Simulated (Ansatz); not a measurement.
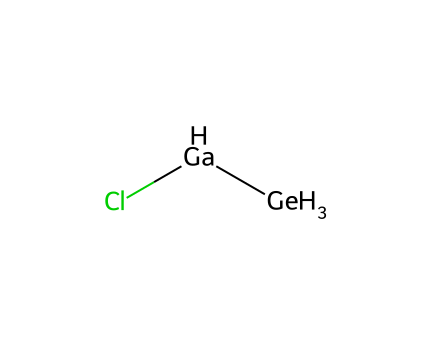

2D structure.

Write the SMILES.

Answer. [Cl][GaH][GeH3]

Give the formula, hydrogens included.

Answer. ClGaGeH4.

More results for the same structure follow; atom numbers are the same in all pictures, views and colours differ. The computed structure is the end point of a PBE0-D4/def2-TZVP optimisation.

## Geometry

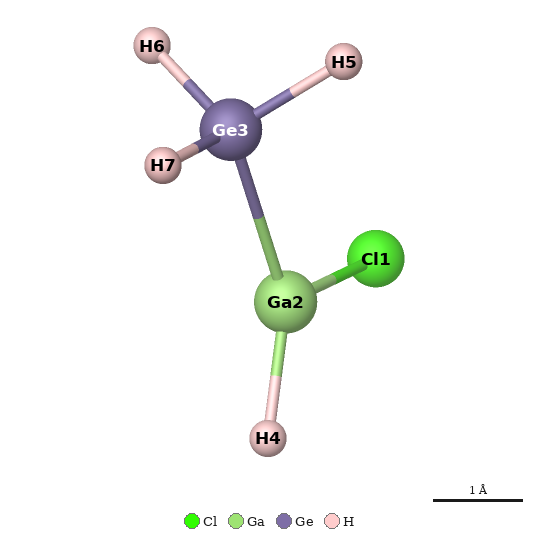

The atoms are numbered.

How are the neighbours of atom 2 arranged?

Answer. Ga2 has 3 neighbours (Cl1 at 2.16, Ge3 at 2.44, H4 at 1.56 Å); the arrangement is trigonal planar.

Describe the coordination of atom 3.

Answer. Ge3 has 4 neighbours (Ga2 at 2.44, H5 at 1.54, H6 at 1.54, H7 at 1.54 Å); the arrangement is tetrahedral.

## Vibrations

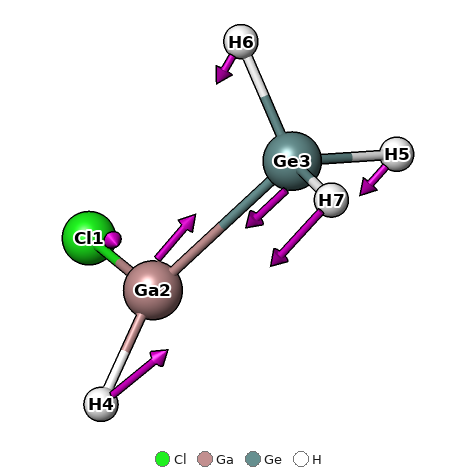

The arrows show one normal mode. Harmonic vibrations computed with RKS PBE0-D4/def2-TZVP (Ansatz 0.2.0) at a stationary point of the same level.

What kind of motion is it?

Answer. Mostly Ga–Ge stretching.

Estimate its harmonic wavenumber.

Answer. 253 cm⁻¹; it is mode 3 of 15 counted from the lowest.

## Electronic properties

Level of theory: RKS PBE-D4/def2-TZVPP (Ansatz 0.2.0).

Computed properties:

- dipole moment: 1.87 D
- HOMO energy (Kohn–Sham orbital): −6.68 eV
- LUMO energy (Kohn–Sham orbital): −2.81 eV
- HOMO–LUMO gap: 3.86 eV
- dispersion correction: −14.8 kJ/mol

## Charges

The questions are on Mulliken charges. Properties computed with RKS r2SCAN-D4/def2-TZVPP (Ansatz 0.2.0).

Which atom carries the highest charge (most positive or least negative)?

Answer. Ga2 (0.47 e).

And the lowest?

Answer. Cl1 (−0.30 e).

Give the Mulliken charges atom by atom.

```csv
atom,value (e)
Cl1,−0.30
Ga2,0.47
Ge3,−0.12
H4,−0.06
H5,0.00
H6,0.01
H7,0.00
```

Mulliken values depend strongly on the basis set and can even reverse the polarity of a bond.
